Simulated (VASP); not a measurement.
Band structure of PdAl (relaxed from the NiAs type structure, space group P6_3/mmc). These are r2SCAN meta-GGA, VASP's PBE PAW potentials (set 64) (plane waves; VASP) values and carry that method's errors.

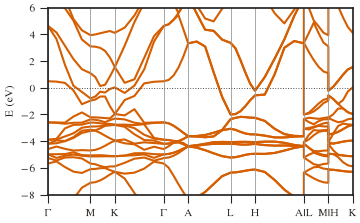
Figure: Bands along high-symmetry lines, zero at the valence-band maximum or, without a gap, the Fermi level

### Question
Read the plot: is there a gap, and where are the band edges?

### Answer
It has no gap at this level: it comes out as a metal or semimetal.

The structure was generated: PdAl was put into the NiAs type type (P6_3/mmc), which need not be its known phase. It was relaxed first, which changed the volume by -23 %.
